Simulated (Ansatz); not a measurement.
# C2H2F6O2Si: what the fields show

Input

```
crystal:
  periodic: [false, false, false]
  atoms:
    - {symbol: F, position_ang: [0.678409, 0.539724, -2.181722]}
    - {symbol: C, position_ang: [-0.374367, 1.182991, -1.664163]}
    - {symbol: F, position_ang: [-1.426256, 0.371127, -1.758832]}
    - {symbol: F, position_ang: [-0.610009, 2.251660, -2.411177]}
    - {symbol: O, position_ang: [-0.159944, 1.559772, -0.399597]}
    - {symbol: Si, position_ang: [0.614309, 0.800482, 0.849390]}
    - {symbol: O, position_ang: [-0.293398, -0.465561, 1.417709]}
    - {symbol: C, position_ang: [-0.252141, -1.750113, 1.051814]}
    - {symbol: F, position_ang: [0.649141, -2.427547, 1.764269]}
    - {symbol: F, position_ang: [-1.434390, -2.313363, 1.241475]}
    - {symbol: F, position_ang: [0.075515, -1.890740, -0.240452]}
    - {symbol: H, position_ang: [1.935405, 0.312231, 0.418996]}
    - {symbol: H, position_ang: [0.618127, 1.794635, 1.927289]}
basis:
  gaussian: {orbitals: def2-TZVPP}
hamiltonian: {xc: pbe0, dispersion: d4}
output: {orbitals: {seedname: orbitals}}
```

Command:

```sh
ansatz run in.yaml --threads 4 --pin off --events-out ev --progress --plain --max-ram 63488MiB --backend cuda --devices 0, --max-vram 37GiB
```

Geometry: PBE0-D4/def2-TZVP.

Method: RKS PBE0-D4/def2-TZVPP (Ansatz 0.2.0).

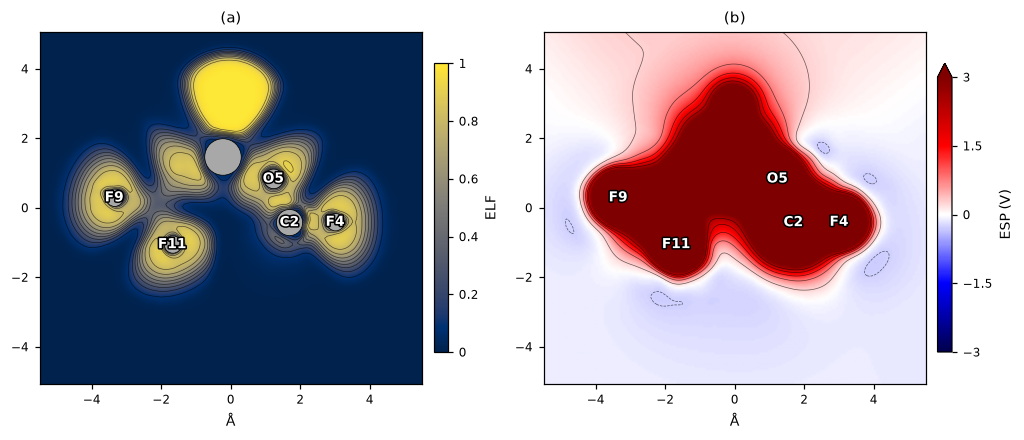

Figure 1. (a) electron localisation function; (b) electrostatic potential on the plane of atoms F4, C2 and O5. Grey discs cover the atomic cores in the ELF map.

Q: Read the bonding off the picture.

A: Atoms in the plane: C, F and O. C–F (1.32 Å): the ELF peaks at about 0.85 between the atoms: a polar covalent bond. C–O (1.34 Å): the ELF peaks at about 0.90 between the atoms (a polar covalent bond). The ELF also peaks beside F11, F4, F9 and O5, away from the bonds: lone-pair regions. Outside the dense part of the molecule the potential is most negative (−0.3 V) near O5.

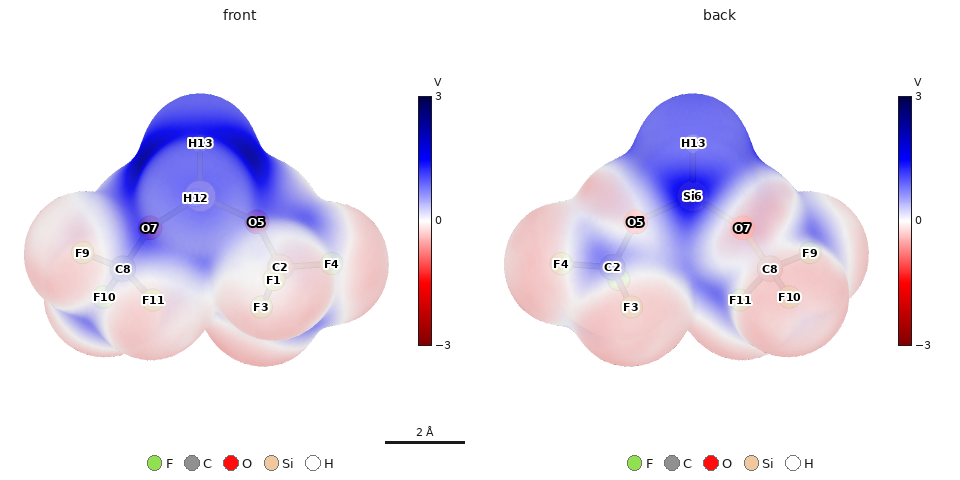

Figure 2. The molecular electrostatic potential painted on the density surface at 0.002 e/bohr³, seen from the front and from behind; the colour scale runs from red (negative) to blue (positive).

Q: Describe the electrostatic potential map.

A: The most negative region (about −0.4 V) lies over the F and O atoms, the most positive (about +2.1 V) over Si6.

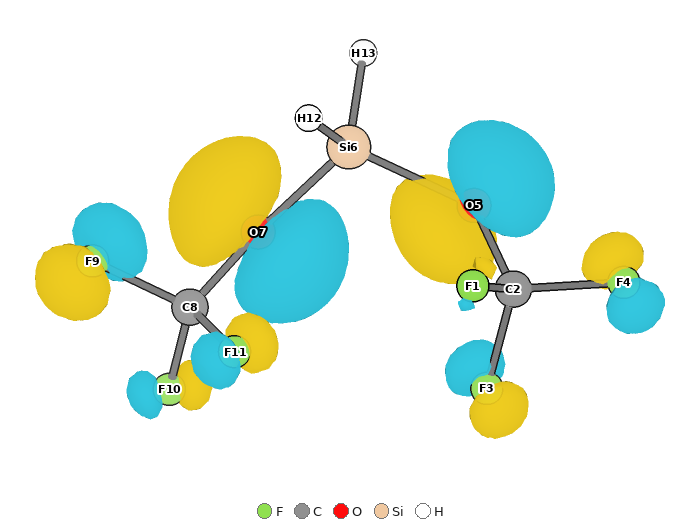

Figure 3. The HOMO−1 at ±0.15 Å⁻³ᐟ² (yellow and cyan are the two phases), seen at a tilt.

Q: Where does this orbital lie, and at what energy?

A: It lies mainly on O7 (about 40 %), O5 (about 25 %) and F9 (about 10 %); largely a combination of lone pairs on O7, O5 and F9. Its energy is −10.84 eV.

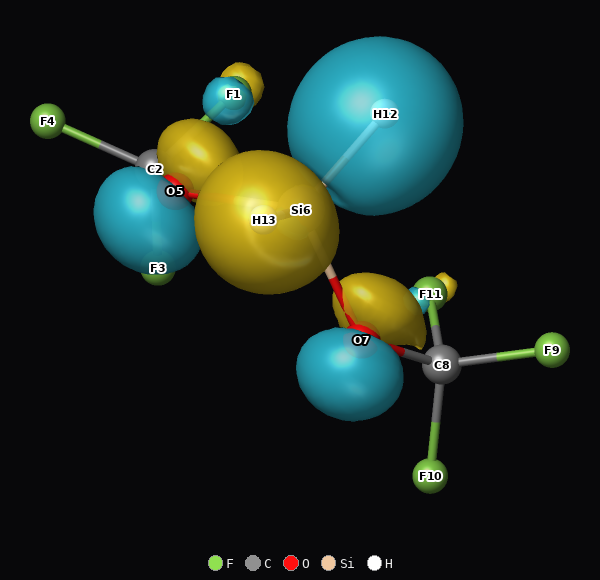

Figure 4. The HOMO at ±0.15 Å⁻³ᐟ² (yellow and cyan are the two phases), seen at an oblique angle.

Q: Describe this orbital and give its energy.

A: It lies mainly on Si6 (about 25 %), H12 (about 25 %), O5 (about 15 %), H13 (about 15 %) and O7 (about 10 %). Its energy is −10.28 eV.
